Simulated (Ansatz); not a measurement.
## Al₁₂H₃C: geometry relaxation (part 2 of 3)

The same run, continued: Al₁₂H₃C (slab, 16 atoms in the cell); DFT PBEsol, scalar-relativistic, plane waves, PAW, PAW set soft_1, no spin polarisation (Ansatz 0.2.0); cutoff 420 eV, 3×3×1 k-mesh, Gaussian smearing of 0.1 eV. The input holds or restrains some coordinates. Forces given for the steps count only the free coordinates. It belongs to a series of runs on one base structure; here: end point B relaxed.

Geometry of the input (Å; fractional positions):
```
5.7276  0.0000  0.0000
2.8638  4.9602  0.0000
0.0000  0.0000  15.6765
Al 0.1667  0.1667  0.0638
Al 0.6667  0.1667  0.0638
Al 0.1667  0.6667  0.0638
Al 0.6667  0.6667  0.0638
Al -0.1667  0.3333  0.2129
Al 0.3333  0.3333  0.2129
Al -0.1667  0.8333  0.2129
Al 0.3333  0.8333  0.2129
Al 0.0000  0.0000  0.3621
Al 0.5000  0.0000  0.3621
Al 0.0000  0.5000  0.3621
Al 0.5000  0.5000  0.3621
C  0.1667  0.6667  0.4361
H  0.1667  0.1667  0.3423
H  0.2201  0.4660  0.4718
H  0.3154  0.7180  0.4718
```

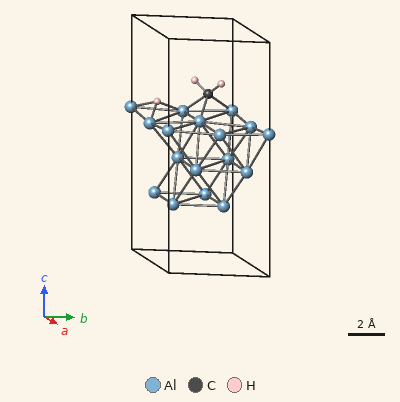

Fig. 1: The geometry at step 8 of the log (ball-and-stick view of the cell of the calculation, with the vacuum cut short, seen slightly off an axis).

### Log, continued
```
SCF iter   1: F=—  HF=-6584.761563 eV  |F-HF|=—  |Δ(HF+E_count)|=         —  Δρ=4.20e-3  dr2=6.34e-2  ethr=1.71e-3  ⟨swp⟩=3.6  Hψ=477  notcnv=0  defer=43
preconditioner: auto → LDOS  [metal: Δε(μ)=0.035 eV  Ē_g=7.553 eV  σ=0.100 eV  W_gap=0.19  n_scr=50 (ndim 8)  ℏωp=11.5 eV  f_vac=0.384  D(μ)=6.52/eV (n_scr^D=38)  β→1.0]
SCF iter   2: F=—  HF=-6584.744581 eV  |F-HF|=—  |Δ(HF+E_count)|=   1.70e-2  Δρ=8.82e-4  dr2=5.96e-3  ethr=1.47e-4  ⟨swp⟩=2.0  Hψ=336  notcnv=0  defer=43
SCF iter   3: F=—  HF=-6584.744100 eV  |F-HF|=—  |Δ(HF+E_count)|=   4.81e-4  Δρ=2.97e-4  dr2=8.82e-4  ethr=1.39e-5  ⟨swp⟩=2.0  Hψ=266  notcnv=0  defer=43
SCF iter   4: F=—  HF=-6584.743894 eV  |F-HF|=—  |Δ(HF+E_count)|=   2.06e-4  Δρ=7.55e-5  dr2=7.80e-5  ethr=2.05e-6  ⟨swp⟩=2.0  Hψ=256  notcnv=0  defer=43
SCF iter   5: F=-6584.743869 eV  HF=-6584.743885 eV  |F-HF|=1.66e-5  |Δ(HF+E_count)|=   8.56e-6  Δρ=3.16e-5  dr2=1.98e-5  ethr=1.81e-7  ⟨swp⟩=4.0  Hψ=539  notcnv=0
SCF 4 converged in 5 iterations: F = -6584.743869 eV  dr2 = 1.98e-5
relax step   4: F+E_penalty+E_count = -6584.74386872 eV  Δ(F+E_penalty+E_count) = -2.256e-1 eV  max|allowed force component| = 6.146e-1 eV/Å  Δτ_max = 0.1973 Å  (5 SCF iters, dr2 threshold 1.00e-4 eV, accepted)
SCF iter   1: F=—  HF=-6584.916809 eV  |F-HF|=—  |Δ(HF+E_count)|=         —  Δρ=4.20e-3  dr2=6.08e-2  ethr=1.48e-3  ⟨swp⟩=3.4  Hψ=473  notcnv=0  defer=44
preconditioner: auto → LDOS  [metal: Δε(μ)=0.031 eV  Ē_g=7.540 eV  σ=0.100 eV  W_gap=0.17  n_scr=50 (ndim 8)  ℏωp=11.5 eV  f_vac=0.385  D(μ)=6.50/eV (n_scr^D=38)  β→1.0]
SCF iter   2: F=—  HF=-6584.901707 eV  |F-HF|=—  |Δ(HF+E_count)|=   1.51e-2  Δρ=8.83e-4  dr2=7.18e-3  ethr=1.41e-4  ⟨swp⟩=2.0  Hψ=346  notcnv=0  defer=43
SCF iter   3: F=—  HF=-6584.900764 eV  |F-HF|=—  |Δ(HF+E_count)|=   9.43e-4  Δρ=3.01e-4  dr2=1.10e-3  ethr=1.67e-5  ⟨swp⟩=2.0  Hψ=267  notcnv=0  defer=43
SCF iter   4: F=—  HF=-6584.900531 eV  |F-HF|=—  |Δ(HF+E_count)|=   2.33e-4  Δρ=7.09e-5  dr2=8.86e-5  ethr=2.56e-6  ⟨swp⟩=2.2  Hψ=281  notcnv=0  defer=43
SCF iter   5: F=-6584.900506 eV  HF=-6584.900525 eV  |F-HF|=1.98e-5  |Δ(HF+E_count)|=   5.70e-6  Δρ=3.06e-5  dr2=2.31e-5  ethr=2.03e-7  ⟨swp⟩=4.0  Hψ=532  notcnv=0
SCF 5 converged in 5 iterations: F = -6584.900506 eV  dr2 = 2.31e-5
relax step   5: F+E_penalty+E_count = -6584.90050563 eV  Δ(F+E_penalty+E_count) = -1.566e-1 eV  max|allowed force component| = 3.834e-1 eV/Å  Δτ_max = 0.1993 Å  (5 SCF iters, dr2 threshold 8.74e-5 eV, accepted)
iter 1 solved again at ethr=5.02e-4 eV; its pass at ethr=3.10e-3 eV (dr2=2.16e-1 eV) is discarded
SCF iter   1: F=—  HF=-6585.010712 eV  |F-HF|=—  |Δ(HF+E_count)|=         —  Δρ=8.40e-3  dr2=2.23e-1  ethr=5.02e-4  ⟨swp⟩=1.4  Hψ=771  notcnv=0  defer=42
preconditioner: auto → LDOS  [metal: Δε(μ)=0.041 eV  Ē_g=7.517 eV  σ=0.100 eV  W_gap=0.23  n_scr=50 (ndim 8)  ℏωp=11.5 eV  f_vac=0.384  D(μ)=6.56/eV (n_scr^D=38)  β→1.0]
SCF iter   2: F=—  HF=-6584.974769 eV  |F-HF|=—  |Δ(HF+E_count)|=   3.59e-2  Δρ=2.49e-3  dr2=5.30e-2  ethr=5.02e-4  ⟨swp⟩=2.2  Hψ=297  notcnv=0  defer=42
SCF iter   3: F=—  HF=-6584.958326 eV  |F-HF|=—  |Δ(HF+E_count)|=   1.64e-2  Δρ=5.46e-4  dr2=2.94e-3  ethr=1.23e-4  ⟨swp⟩=2.0  Hψ=309  notcnv=0  defer=42
SCF iter   4: F=—  HF=-6584.957688 eV  |F-HF|=—  |Δ(HF+E_count)|=   6.38e-4  Δρ=1.12e-4  dr2=1.33e-4  ethr=6.83e-6  ⟨swp⟩=2.0  Hψ=254  notcnv=0  defer=42
SCF iter   5: F=-6584.957651 eV  HF=-6584.957684 eV  |F-HF|=3.28e-5  |Δ(HF+E_count)|=   4.50e-6  Δρ=4.18e-5  dr2=3.84e-5  ethr=1.33e-7  ⟨swp⟩=3.4  Hψ=672  notcnv=0
SCF 6 converged in 5 iterations: F = -6584.957651 eV  dr2 = 3.84e-5
  greatest PAW one-centre occupation: 0.643 electrons in one spin orbital (limit 2), on the C atom at site 12 (counted from 0), in its partial waves of l = 0
relax step   6: F+E_penalty+E_count = -6584.95765070 eV  Δ(F+E_penalty+E_count) = -5.715e-2 eV  max|allowed force component| = 2.103e-1 eV/Å  Δτ_max = 0.2000 Å  (5 SCF iters, dr2 threshold 5.72e-5 eV, accepted)
iter 1 solved again at ethr=2.34e-4 eV; its pass at ethr=3.10e-3 eV (dr2=1.01e-1 eV) is discarded
SCF iter   1: F=—  HF=-6585.012838 eV  |F-HF|=—  |Δ(HF+E_count)|=         —  Δρ=5.38e-3  dr2=1.01e-1  ethr=2.34e-4  ⟨swp⟩=1.2  Hψ=716  notcnv=0  defer=42
preconditioner: auto → LDOS  [metal: Δε(μ)=0.061 eV  Ē_g=7.485 eV  σ=0.100 eV  W_gap=0.33  n_scr=50 (ndim 8)  ℏωp=11.5 eV  f_vac=0.380  D(μ)=6.11/eV (n_scr^D=36)  β→1.0]
SCF iter   2: F=—  HF=-6584.996415 eV  |F-HF|=—  |Δ(HF+E_count)|=   1.64e-2  Δρ=1.54e-3  dr2=2.42e-2  ethr=2.34e-4  ⟨swp⟩=2.0  Hψ=279  notcnv=0  defer=42
SCF iter   3: F=—  HF=-6584.990588 eV  |F-HF|=—  |Δ(HF+E_count)|=   5.83e-3  Δρ=5.00e-4  dr2=2.87e-3  ethr=5.63e-5  ⟨swp⟩=2.0  Hψ=268  notcnv=0  defer=42
SCF iter   4: F=—  HF=-6584.990021 eV  |F-HF|=—  |Δ(HF+E_count)|=   5.68e-4  Δρ=1.16e-4  dr2=1.06e-4  ethr=6.68e-6  ⟨swp⟩=2.6  Hψ=325  notcnv=0  defer=42
SCF iter   5: F=—  HF=-6584.990012 eV  |F-HF|=—  |Δ(HF+E_count)|=   8.27e-6  Δρ=3.57e-5  dr2=3.37e-5  ethr=2.47e-7  ⟨swp⟩=2.2  Hψ=246  notcnv=0  defer=42
SCF iter   6: F=-6584.990008 eV  HF=-6584.990009 eV  |F-HF|=1.06e-6  |Δ(HF+E_count)|=   2.90e-6  Δρ=1.11e-5  dr2=1.45e-6  ethr=3.09e-8  ⟨swp⟩=4.2  Hψ=540  notcnv=0
SCF 7 converged in 6 iterations: F = -6584.990008 eV  dr2 = 1.45e-6
relax step   7: F+E_penalty+E_count = -6584.99000830 eV  Δ(F+E_penalty+E_count) = -3.236e-2 eV  max|allowed force component| = 1.039e-1 eV/Å  Δτ_max = 0.1711 Å  (6 SCF iters, dr2 threshold 1.33e-5 eV, accepted)
SCF iter   1: F=—  HF=-6585.029331 eV  |F-HF|=—  |Δ(HF+E_count)|=         —  Δρ=5.62e-3  dr2=1.18e-1  ethr=1.13e-3  ⟨swp⟩=4.0  Hψ=513  notcnv=0  defer=41
preconditioner: auto → LDOS  [metal: Δε(μ)=0.078 eV  Ē_g=7.470 eV  σ=0.100 eV  W_gap=0.41  n_scr=50 (ndim 8)  ℏωp=11.5 eV  f_vac=0.381  D(μ)=5.63/eV (n_scr^D=36)  β→1.0]
SCF iter   2: F=—  HF=-6585.002119 eV  |F-HF|=—  |Δ(HF+E_count)|=   2.72e-2  Δρ=1.88e-3  dr2=2.85e-2  ethr=2.75e-4  ⟨swp⟩=2.0  Hψ=360  notcnv=0  defer=44
SCF iter   3: F=—  HF=-6584.993381 eV  |F-HF|=—  |Δ(HF+E_count)|=   8.74e-3  Δρ=3.70e-4  dr2=1.74e-3  ethr=6.64e-5  ⟨swp⟩=2.0  Hψ=253  notcnv=0  defer=44
SCF iter   4: F=—  HF=-6584.993072 eV  |F-HF|=—  |Δ(HF+E_count)|=   3.09e-4  Δρ=9.85e-5  dr2=9.55e-5  ethr=4.05e-6  ⟨swp⟩=2.0  Hψ=276  notcnv=0  defer=41
SCF iter   5: F=—  HF=-6584.993066 eV  |F-HF|=—  |Δ(HF+E_count)|=   6.37e-6  Δρ=3.80e-5  dr2=3.41e-5  ethr=2.22e-7  ⟨swp⟩=2.0  Hψ=229  notcnv=0  defer=41
SCF iter   6: F=—  HF=-6584.993063 eV  |F-HF|=—  |Δ(HF+E_count)|=   2.81e-6  Δρ=1.43e-5  dr2=3.21e-6  ethr=7.92e-8  ⟨swp⟩=1.6  Hψ=219  notcnv=0  defer=41
SCF iter   7: F=-6584.993062 eV  HF=-6584.993062 eV  |F-HF|=3.75e-7  |Δ(HF+E_count)|=   2.86e-7  Δρ=5.72e-6  dr2=5.28e-7  ethr=6.13e-9  ⟨swp⟩=4.4  Hψ=549  notcnv=0
SCF 8 converged in 7 iterations: F = -6584.993062 eV  dr2 = 5.28e-7
relax step   8: F+E_penalty+E_count = -6584.99306210 eV  Δ(F+E_penalty+E_count) = -3.054e-3 eV  max|allowed force component| = 7.115e-2 eV/Å  Δτ_max = 0.0991 Å  (7 SCF iters, dr2 threshold 2.64e-6 eV, accepted)
SCF iter   1: F=—  HF=-6585.004013 eV  |F-HF|=—  |Δ(HF+E_count)|=         —  Δρ=2.40e-3  dr2=2.44e-2  ethr=6.62e-4  ⟨swp⟩=2.2  Hψ=431  notcnv=0  defer=44
preconditioner: auto → LDOS  [metal: Δε(μ)=0.068 eV  Ē_g=7.489 eV  σ=0.100 eV  W_gap=0.36  n_scr=50 (ndim 8)  ℏωp=11.5 eV  f_vac=0.384  D(μ)=5.91/eV (n_scr^D=36)  β→1.0]
SCF iter   2: F=—  HF=-6584.999787 eV  |F-HF|=—  |Δ(HF+E_count)|=   4.23e-3  Δρ=1.19e-3  dr2=1.11e-2  ethr=5.68e-5  ⟨swp⟩=2.0  Hψ=348  notcnv=0  defer=41
SCF iter   3: F=—  HF=-6584.996866 eV  |F-HF|=—  |Δ(HF+E_count)|=   2.92e-3  Δρ=1.71e-4  dr2=2.65e-4  ethr=2.58e-5  ⟨swp⟩=2.0  Hψ=267  notcnv=0  defer=41
SCF iter   4: F=—  HF=-6584.996866 eV  |F-HF|=—  |Δ(HF+E_count)|=   9.21e-8  Δρ=3.50e-5  dr2=8.53e-6  ethr=6.16e-7  ⟨swp⟩=2.0  Hψ=259  notcnv=0  defer=41
SCF iter   5: F=-6584.996865 eV  HF=-6584.996865 eV  |F-HF|=4.94e-7  |Δ(HF+E_count)|=   4.63e-7  Δρ=8.81e-6  dr2=9.49e-7  ethr=2.88e-9  ⟨swp⟩=5.0  Hψ=649  notcnv=0
SCF 9 converged in 5 iterations: F = -6584.996865 eV  dr2 = 9.49e-7
  greatest PAW one-centre occupation: 0.645 electrons in one spin orbital (limit 2), on the C atom at site 12 (counted from 0), in its partial waves of l = 0
relax step   9: F+E_penalty+E_count = -6584.99686487 eV  Δ(F+E_penalty+E_count) = -3.803e-3 eV  max|allowed force component| = 9.843e-2 eV/Å  Δτ_max = 0.0491 Å  (5 SCF iters, dr2 threshold 1.24e-6 eV, accepted)
SCF iter   1: F=—  HF=-6585.002491 eV  |F-HF|=—  |Δ(HF+E_count)|=         —  Δρ=1.91e-3  dr2=1.22e-2  ethr=4.34e-4  ⟨swp⟩=2.6  Hψ=460  notcnv=0  defer=39
preconditioner: auto → LDOS  [metal: Δε(μ)=0.075 eV  Ē_g=7.474 eV  σ=0.100 eV  W_gap=0.40  n_scr=50 (ndim 8)  ℏωp=11.5 eV  f_vac=0.382  D(μ)=5.74/eV (n_scr^D=36)  β→1.0]
SCF iter   2: F=—  HF=-6585.000090 eV  |F-HF|=—  |Δ(HF+E_count)|=   2.40e-3  Δρ=7.22e-4  dr2=3.90e-3  ethr=2.83e-5  ⟨swp⟩=2.0  Hψ=334  notcnv=0  defer=39
SCF iter   3: F=—  HF=-6584.999072 eV  |F-HF|=—  |Δ(HF+E_count)|=   1.02e-3  Δρ=1.34e-4  dr2=1.56e-4  ethr=9.06e-6  ⟨swp⟩=2.0  Hψ=253  notcnv=0  defer=39
SCF iter   4: F=—  HF=-6584.999039 eV  |F-HF|=—  |Δ(HF+E_count)|=   3.32e-5  Δρ=2.78e-5  dr2=9.48e-6  ethr=3.62e-7  ⟨swp⟩=2.0  Hψ=258  notcnv=0  defer=39
SCF iter   5: F=-6584.999037 eV  HF=-6584.999037 eV  |F-HF|=3.25e-7  |Δ(HF+E_count)|=   1.24e-6  Δρ=9.49e-6  dr2=7.39e-7  ethr=1.06e-8  ⟨swp⟩=5.0  Hψ=615  notcnv=0
SCF 10 converged in 5 iterations: F = -6584.999037 eV  dr2 = 7.39e-7
  greatest PAW one-centre occupation: 0.644 electrons in one spin orbital (limit 2), on the C atom at site 12 (counted from 0), in its partial waves of l = 0
relax step  10: F+E_penalty+E_count = -6584.99903710 eV  Δ(F+E_penalty+E_count) = -2.172e-3 eV  max|allowed force component| = 1.382e-2 eV/Å  Δτ_max = 0.0476 Å  (5 SCF iters, dr2 threshold 4.54e-6 eV, accepted)
iter 1 solved again at ethr=1.72e-9 eV; its pass at ethr=3.10e-3 eV (dr2=7.42e-7 eV) is discarded
SCF iter   1: F=—  HF=-6584.999045 eV  |F-HF|=—  |Δ(HF+E_count)|=         —  Δρ=9.51e-6  dr2=7.41e-7  ethr=1.72e-9  ⟨swp⟩=1.0  Hψ=500  notcnv=0  defer=39
preconditioner: auto → LDOS  [metal: Δε(μ)=0.076 eV  Ē_g=7.475 eV  σ=0.100 eV  W_gap=0.40  n_scr=50 (ndim 8)  ℏωp=11.5 eV  f_vac=0.382  D(μ)=5.74/eV (n_scr^D=36)  β→1.0]
SCF iter   2: F=—  HF=-6584.999037 eV  |F-HF|=—  |Δ(HF+E_count)|=   7.60e-6  Δρ=3.69e-6  dr2=1.79e-7  ethr=1.72e-9  ⟨swp⟩=2.6  Hψ=265  notcnv=0  defer=39
SCF iter   3: F=-6584.999037 eV  HF=-6584.999037 eV  |F-HF|=5.44e-8  |Δ(HF+E_count)|=   1.35e-8  Δρ=2.22e-6  dr2=7.66e-8  ethr=2.33e-10  ⟨swp⟩=4.8  Hψ=576  notcnv=0
SCF 11 converged in 3 iterations: F = -6584.999037 eV  dr2 = 7.66e-8
relax step  11: F+E_penalty+E_count = -6584.99903739 eV  Δ(F+E_penalty+E_count) = -2.959e-7 eV  max|allowed force component| = 1.389e-2 eV/Å  Δτ_max = 0.0000 Å  (3 SCF iters, accepted)
SCF converged after 3 iterations
Free energy (F): -6584.999037 eV
Harris-Foulkes:  -6584.999037 eV  (|F-HF|=5.44e-8)
Internal energy: -6584.970325 eV  (E = F + TS)
E sigma→0 (E₀):  -6584.984681 eV
Entropy (-TS):   -0.028713 eV (-1.795 meV/atom)
Fermi energy:    1.824804 eV
--- Per-component energies (eV) ---
  E_band       = -129.724410
  E_kinetic    = 392.401867
  E_local      = -4026.990302  (includes V_loc(G=0)·N_el)
  E_nonlocal   = 147.559919
  E_hartree    = 1923.263882
  E_xc         = -516.956707
  E_vxc        = -437.595269  (∫ρ·V_xc dr)
  E_paw        = -5578.571366  (= ΣΔE_a)
  E_vpaw       = -51.624489  (= ΣTr[D̂ρ^β])
  E_aug_tail   = -0.002944  (compensation charges beyond the density's cutoff)
  E_ewald      = 1074.074558
  E_core_change = 0.250769  (= ΣΔE_core)
  E_smearing   = -0.028713  (= −TS)
  E_closure    = 0.000000  (closes the sum)
  Σ components = -6584.999037   (vs F -6584.999037, Δ=0.00e0)
--- Forces (eV/Å), atoms counted from 1 ---
  atom   1  Al    -0.02179985    -0.02874652     0.06853031
  atom   2  Al     0.03485222     0.11544993    -0.09053978
  atom   3  Al     0.06234764    -0.05700172     0.07162666
  atom   4  Al    -0.07652447    -0.03759774    -0.05987300
  atom   5  Al    -0.00270415    -0.00746404    -0.00516494
  atom   6  Al    -0.00714693    -0.00696750     0.00272384
  atom   7  Al    -0.01266761    -0.00745385    -0.00549790
  atom   8  Al     0.00014469    -0.00328635     0.00133994
  atom   9  Al     0.00557206    -0.00304159     0.01388864
  atom  10  Al     0.00251253    -0.00079284    -0.00176057
  atom  11  Al     0.01211458     0.00647824     0.00988998
  atom  12  Al    -0.00069070     0.00899183     0.00747752
  atom  13  C      0.00180117     0.01190672    -0.00961579
  atom  14  H     -0.00526281     0.00617706     0.00193381
  atom  15  H     -0.00404844     0.00615622    -0.00886647
  atom  16  H      0.01151596    -0.00289579     0.00411134
  max |Σ_I F_I| component: 2.04e-4 eV/Å
--- Relaxed structure (11 steps of the walk, 11 accepted, 0 SCFs on fresh bases) ---
  F+E_penalty+E_count = -6584.99903739 eV   max|allowed force component| = 1.389e-2 eV/Å
  atoms:
    - { symbol: Al, position: [0.16666668, 0.16666666000000002, 0.0637896] }
    - { symbol: Al, position: [0.6666666800000001, 0.16666666000000002, 0.0637896] }
    - { symbol: Al, position: [0.16666674000000004, 0.66666663, 0.0637896] }
    - { symbol: Al, position: [0.6666667300000001, 0.66666663, 0.0637896] }
    - { symbol: Al, position: [-0.15765629347014518, 0.3351858376881011, 0.2081695016872321] }
    - { symbol: Al, position: [0.3387130322586308, 0.3387671453516693, 0.21052184535408275] }
    - { symbol: Al, position: [-0.1567266796198873, 0.8387354807439573, 0.2072085890410246] }
    - { symbol: Al, position: [0.34008060856364947, 0.8344781851304741, 0.21112781841456085] }
    - { symbol: Al, position: [-0.03108011372191972, 0.012391970030686945, 0.36032763242753296] }
    - { symbol: Al, position: [0.5107150744335006, -0.0038447502786750224, 0.3473706828024487] }
    - { symbol: Al, position: [-0.023861721415410014, 0.5229677756919305, 0.3523412884087453] }
    - { symbol: Al, position: [0.5224392609194196, 0.4836857222153165, 0.3610479294487126] }
    - { symbol: C, position: [0.19716407498852317, 0.6874012611630675, 0.4364753503366067] }
    - { symbol: H, position: [0.1828409518820372, 0.18574080994551823, 0.4004322894005388] }
    - { symbol: H, position: [0.12270975760622704, 0.5871683128988601, 0.4805696122862147] }
    - { symbol: H, position: [0.268645958098093, 0.7907630625031224, 0.4803915657537367] }
```
